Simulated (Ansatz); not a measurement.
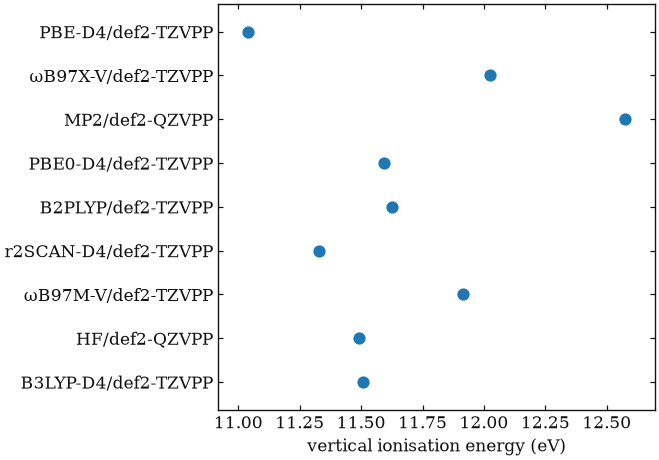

Vertical ionisation energy of C₂Cl₃N, SMILES N#CC(Cl)(Cl)Cl, taken as the energy of the cation less that of the neutral at fixed geometry (unrestricted doublet cation, cores frozen in correlated methods, no spin-orbit coupling), the Ansatz code 0.2.0, at a PBE0-D4/def2-TZVP geometry (a minimum by its frequencies).

What range do the values span?

From 11.04 eV (PBE-D4/def2-TZVPP) to 12.57 eV (MP2/def2-QZVPP).

Give the values.

| level | eV |
| --- | --- |
| PBE-D4/def2-TZVPP | 11.04 |
| ωB97X-V/def2-TZVPP | 12.03 |
| MP2/def2-QZVPP | 12.57 |
| PBE0-D4/def2-TZVPP | 11.59 |
| B2PLYP/def2-TZVPP | 11.62 |
| r2SCAN-D4/def2-TZVPP | 11.33 |
| ωB97M-V/def2-TZVPP | 11.92 |
| HF/def2-QZVPP | 11.49 |
| B3LYP-D4/def2-TZVPP | 11.51 |
